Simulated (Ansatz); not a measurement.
## H2: geometry relaxation

The run: geometry relaxation of H2, SMILES [H][H]. Method and program: CCSD/3-21G, RHF (Ansatz 0.2.0).

The atoms were displaced at random from an optimised geometry. Figures and captions count atoms from 1; the log counts them from 0 in places.

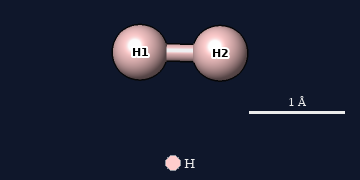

**Figure 1.** The structure as given in the input (ball-and-stick view, seen at a tilt; atoms are numbered from 1 in the order of the input).

### Results in brief

| quantity | value |
| --- | --- |
| outcome | converged |
| total energy | −1.147877 hartree |
| SCF energy | −1.122799 hartree |
| MP2 energy | −1.140204 hartree |
| CCSD energy | −1.147877 hartree |
| correlation energy | −0.025078 hartree |
| basis functions | 4 |
| largest force | 0.000 eV/Å |
| T1 diagnostic | 0.004 |
| SCF solution under orbital rotations | stable |
| hardware | 1 thread of Arm Neoverse V1, 24 GiB of memory available, shared host |
| peak memory | 0.082 GiB |

### The input
```yaml
crystal:
  periodic: [false, false, false]
  atoms:
    - {symbol: H, position_ang: [0.310434, -0.156702, 0.087146]}
    - {symbol: H, position_ang: [-0.415217, 0.200680, -0.151071]}
basis:
  gaussian: {orbitals: 3-21G.json}
correlation: {method: ccsd}
scf: {omitted_lower_state_checks: [cluster_reference]}
relax: {}
```

Launch command:
```bash
ansatz run run.yaml --threads 1 --pin off --max-ram 2610MiB --events-out events.jsonl --progress --plain --runs-dir runs
```

### What the program printed
```
The last accepted step is kept in runs//last_step.txt (removed where the run ends without a failure and the disk answers)
Functional definition: HF
  name "HF"
  exchange = exact_x
  correlation = 0
these checks for a lower state are left out or cut short: cluster_reference
39 factors; integrals over basis functions are off by at most 2.6e-5 eV
mean field evaluation 1: about -30.3360 eV, gradient 3.1e0 eV
mean field evaluation 2: about -30.3339 eV, gradient 3.1e0 eV
mean field evaluation 4: about -30.3672 eV, gradient 1.8e-4 eV
mean field evaluation 8: about -30.3671 eV, gradient 4.9e-8 eV
mean field -30.36713255 eV, -1.1159715375 hartree, gradient 2.9e-8 eV, S^2 0.000000; 0 other end points of the search recorded, 0 dependent functions left out
reference -30.36713255 eV, -1.1159715375 hartree; 1, 1 occupied and 3, 3 virtual orbitals, 39 factors
second order -0.49878323 eV of doubles, -0.00000000 eV of singles
cycle   1  -0.65321001 eV  change   -1.5e-1 eV  update   3.2e-2
cycle   2  -0.74097134 eV  change   -8.8e-2 eV  update   1.3e-2
cycle   3  -0.74080540 eV  change    1.7e-4 eV  update   8.6e-4
cycle   4  -0.74102002 eV  change   -2.1e-4 eV  update   8.1e-5
cycle   5  -0.74096539 eV  change    5.5e-5 eV  update   7.4e-6
cycle   6  -0.74097221 eV  change   -6.8e-6 eV  update   8.6e-7
cycle   7  -0.74097143 eV  change    7.8e-7 eV  update   1.9e-7
the calculation of the forces begins
relax step   1: F+E_penalty+E_count = -31.10810398 eV  Δ(F+E_penalty+E_count) = +0.000e0 eV  max|allowed force component| = 2.118e0 eV/Å  Δτ_max = 0.0000 Å  (18 SCF iters, accepted)
these checks for a lower state are left out or cut short: starts, cluster_reference, orbital_swaps, neighbouring_geometries, increment
39 factors; integrals over basis functions are off by at most 1.2e-5 eV
mean field evaluation 16: about -30.5564 eV, gradient 3.2e-7 eV
mean field -30.55640487 eV, -1.1229271670 hartree, gradient 2.8e-8 eV, S^2 0.000000; 0 other end points of the search recorded, 0 dependent functions left out
reference -30.55640487 eV, -1.1229271670 hartree; 1, 1 occupied and 3, 3 virtual orbitals, 39 factors
second order -0.46811452 eV of doubles, -0.00000000 eV of singles
cycle   1  -0.60428627 eV  change   -1.4e-1 eV  update   2.6e-2
cycle   2  -0.67026760 eV  change   -6.6e-2 eV  update   9.5e-3
cycle   3  -0.67014004 eV  change    1.3e-4 eV  update   7.6e-4
cycle   4  -0.67025809 eV  change   -1.2e-4 eV  update   6.2e-5
cycle   5  -0.67022437 eV  change    3.4e-5 eV  update   4.8e-6
cycle   6  -0.67022885 eV  change   -4.5e-6 eV  update   6.0e-7
cycle   7  -0.67022833 eV  change    5.2e-7 eV  update   1.3e-7
the calculation of the forces begins
relax step   2: F+E_penalty+E_count = -31.22663320 eV  Δ(F+E_penalty+E_count) = -1.185e-1 eV  max|allowed force component| = 7.107e-1 eV/Å  Δτ_max = 0.0575 Å  (14 SCF iters, accepted)
these checks for a lower state are left out or cut short: starts, cluster_reference, orbital_swaps, neighbouring_geometries, increment
39 factors; integrals over basis functions are off by at most 1.4e-5 eV
mean field -30.55267949 eV, -1.1227902617 hartree, gradient 8.7e-8 eV, S^2 0.000000; 0 other end points of the search recorded, 0 dependent functions left out
reference -30.55267949 eV, -1.1227902617 hartree; 1, 1 occupied and 3, 3 virtual orbitals, 39 factors
second order -0.47373136 eV of doubles, -0.00000000 eV of singles
cycle   1  -0.61311162 eV  change   -1.4e-1 eV  update   2.7e-2
cycle   2  -0.68268626 eV  change   -7.0e-2 eV  update   1.0e-2
cycle   3  -0.68255335 eV  change    1.3e-4 eV  update   7.9e-4
cycle   4  -0.68268688 eV  change   -1.3e-4 eV  update   6.6e-5
cycle   5  -0.68264953 eV  change    3.7e-5 eV  update   5.2e-6
cycle   6  -0.68265452 eV  change   -5.0e-6 eV  update   6.4e-7
cycle   7  -0.68265413 eV  change    3.9e-7 eV  update   1.5e-7
the calculation of the forces begins
mean field evaluation 32: about -30.5527 eV, gradient 8.7e-8 eV
relax step   3: F+E_penalty+E_count = -31.23533361 eV  Δ(F+E_penalty+E_count) = -8.700e-3 eV  max|allowed force component| = 1.271e-2 eV/Å  Δτ_max = 0.0110 Å  (14 SCF iters, accepted)
these checks for a lower state are left out or cut short: starts, cluster_reference, orbital_swaps, neighbouring_geometries, increment
39 factors; integrals over basis functions are off by at most 1.4e-5 eV
mean field -30.55291800 eV, -1.1227990270 hartree, gradient 4.4e-8 eV, S^2 0.000000; 0 other end points of the search recorded, 0 dependent functions left out
reference -30.55291800 eV, -1.1227990270 hartree; 1, 1 occupied and 3, 3 virtual orbitals, 39 factors
second order -0.47362603 eV of doubles, -0.00000000 eV of singles
cycle   1  -0.61294551 eV  change   -1.4e-1 eV  update   2.7e-2
cycle   2  -0.68245088 eV  change   -7.0e-2 eV  update   1.0e-2
cycle   3  -0.68231822 eV  change    1.3e-4 eV  update   7.9e-4
cycle   4  -0.68245141 eV  change   -1.3e-4 eV  update   6.6e-5
cycle   5  -0.68241421 eV  change    3.7e-5 eV  update   5.2e-6
cycle   6  -0.68241905 eV  change   -4.8e-6 eV  update   6.3e-7
cycle   7  -0.68241846 eV  change    5.8e-7 eV  update   1.6e-7
the calculation of the forces begins
relax step   4: F+E_penalty+E_count = -31.23533647 eV  Δ(F+E_penalty+E_count) = -2.852e-6 eV  max|allowed force component| = 1.826e-4 eV/Å  Δτ_max = 0.0002 Å  (12 SCF iters, accepted)
these checks for a lower state are left out or cut short: cluster_reference
39 factors; integrals over basis functions are off by at most 1.4e-5 eV
mean field -30.55291800 eV, -1.1227990270 hartree, gradient 4.4e-8 eV, S^2 0.000000; 1 other end points of the search recorded, 0 dependent functions left out
reference -30.55291800 eV, -1.1227990270 hartree; 1, 1 occupied and 3, 3 virtual orbitals, 39 factors
second order -0.47362603 eV of doubles, -0.00000000 eV of singles
cycle   1  -0.61294551 eV  change   -1.4e-1 eV  update   2.7e-2
cycle   2  -0.68245088 eV  change   -7.0e-2 eV  update   1.0e-2
cycle   3  -0.68231822 eV  change    1.3e-4 eV  update   7.9e-4
cycle   4  -0.68245141 eV  change   -1.3e-4 eV  update   6.6e-5
cycle   5  -0.68241421 eV  change    3.7e-5 eV  update   5.2e-6
cycle   6  -0.68241905 eV  change   -4.8e-6 eV  update   6.3e-7
cycle   7  -0.68241846 eV  change    5.8e-7 eV  update   1.6e-7
```

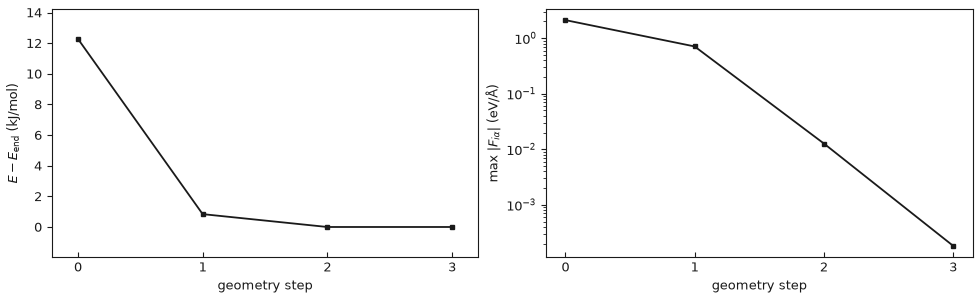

**Figure 2.** Progress of the relaxation, step by step (the first geometry is step 0 here and step 1 in the log).

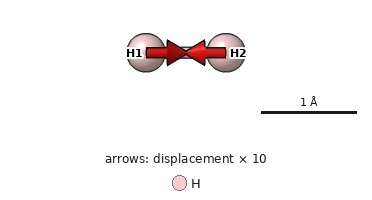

**Figure 3.** The starting structure with the displacements as red arrows, magnified 10 times (ball-and-stick view, seen on its broad side). The two geometries are laid on each other by the best rigid fit. The energy falls by 12.3 kJ/mol in 3 geometry steps. Largest force component: 2.1 eV/Å at the start, 0.00018 eV/Å at the end. The largest moves after the best rigid fit, 0.047 Å, are those of H1 and H2. Among the contacts that change: H1–H2 0.843 → 0.750 Å. (Atoms are counted from 1 in the order of the input.)

```
the calculation of the forces begins
Total energy: -31.23533647 eV, -1.1478774431 hartree
Atom 0 at     0.270238    -0.136906     0.073950 Å, force    -0.000183     0.000090    -0.000060 eV/Å
Atom 1 at    -0.375021     0.180884    -0.137875 Å, force     0.000183    -0.000090     0.000060 eV/Å
Dipole moment:     0.000000    -0.000000     0.000000 e Å
Checks for a lower state left out: cluster_reference
```

### Trajectory as extended XYZ (Å, eV, eV/Å), 4 frames, from step=1 to step=4
```
2
Properties=species:S:1:pos:R:3:forces:R:3 step=1 energy=-31.10810
H     0.3104   -0.1567    0.0871   -2.1178   1.0430  -0.6952
H    -0.4152    0.2007   -0.1511    2.1178  -1.0430   0.6952
2
Properties=species:S:1:pos:R:3:forces:R:3 step=2 energy=-31.22663
H     0.2609   -0.1323    0.0709    0.7107  -0.3500   0.2333
H    -0.3657    0.1763   -0.1348   -0.7107   0.3500  -0.2333
2
Properties=species:S:1:pos:R:3:forces:R:3 step=3 energy=-31.23533
H     0.2704   -0.1370    0.0740   -0.0127   0.0063  -0.0042
H    -0.3752    0.1810   -0.1379    0.0127  -0.0063   0.0042
2
Properties=species:S:1:pos:R:3:forces:R:3 step=4 energy=-31.23534
H     0.2702   -0.1369    0.0740   -0.0002   0.0001  -0.0001
H    -0.3750    0.1809   -0.1379    0.0002  -0.0001   0.0001
```
